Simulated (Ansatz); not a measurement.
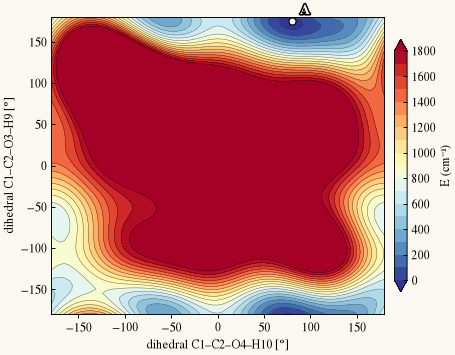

C₂H₅ClO₂, SMILES CC(O)(O)Cl. The first coordinate is: dihedral C1–C2–O4–H10; the second: dihedral C1–C2–O3–H9. Nothing is relaxed (all other coordinates rigid). The scan uses an 18 × 18 grid. Points are written as (first, second). Energies are in cm⁻¹, from the lowest grid point. Theory: RKS PBE0-D4/def2-SVP (Ansatz).

The picture shows filled contours, one colour for all values above the top of the scale, the point A. Between grid points the surface is interpolated.

> Find the lowest pass out of the well at A.

The easiest path leads from the well at about (80°, 175°) to the well at (−60°, −180°), about 340 cm⁻¹ higher. Its highest point lies about 710 cm⁻¹ above the bottom of the first well on the interpolated surface, at about (0°, 175°). Seen from the upper well the barrier is about 370 cm⁻¹. This is the barrier on the constrained surface; relaxing the other coordinates would change it.

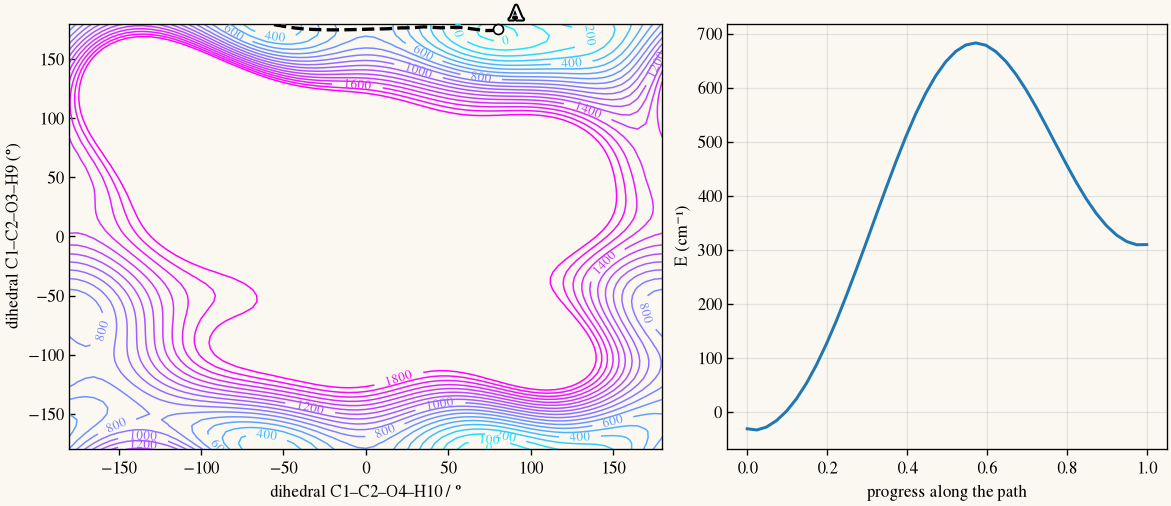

In the figure: contour lines labelled in cm⁻¹ (none above 1800), a line along the lowest path, the energy along the path at the right. Between grid points the surface is interpolated.
